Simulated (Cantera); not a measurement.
Input: 1 mol Si3N4, 0.0019 mol O2, 53 mol H2, 0.22 mol N2O, at 1.20 bar.

These are equilibrium values from Cantera (NASA tables, ideal gas, pure condensed phases), not measurements of a reactor. Candidate condensed phases: H2O, Si, SiO2, Si2N2O, Si3N4; 35 gas species. Mutual solubility and eutectic melting of coexisting phases are not modelled. Gases not in the tables: Si2H6 and higher silanes. Kinetics and transport are ignored.

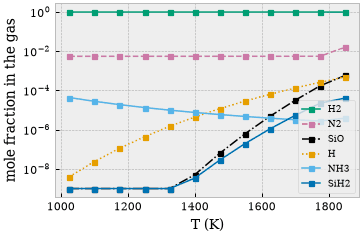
Fig. 1. Equilibrium gas composition (values under 1e-9 drawn at 1e-9)

Task: Read off the mole fractions at 1475 K.

Result: H2 about 0.99, N2 about 0.0055, H about 1.2e-5, NH3 about 5.9e-6, SiO about 6.3e-8, SiH2 about 2.9e-8.
